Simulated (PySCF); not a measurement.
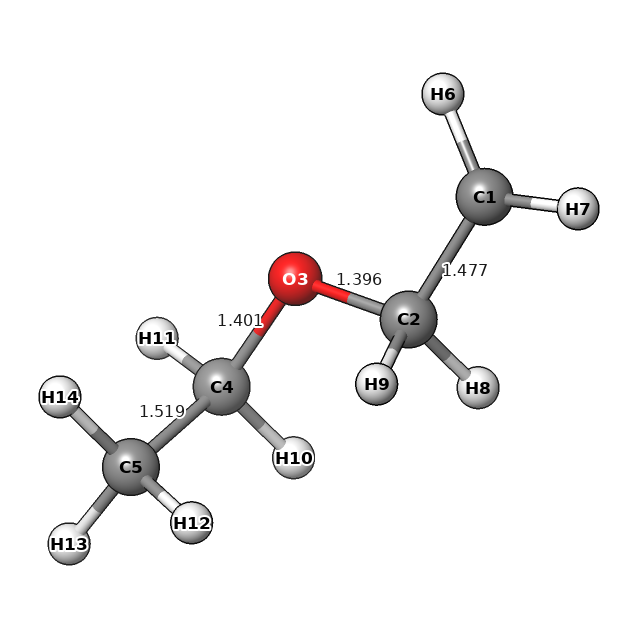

The numbers beside the sticks are distances in Å. Sticks don't show bond order. State: neutral, doublet. The geometry was computed by an optimisation with PBE0-D3(BJ)/def2-SVP. No frequency run is at hand to confirm it as a minimum.

### Which of the marked bonds are single, double, triple or aromatic?

C1–C2 single; C2–O3 single; O3–C4 single; C4–C5 single. This is one Lewis structure.

### Give the structure as SMILES.

[CH2]COCC
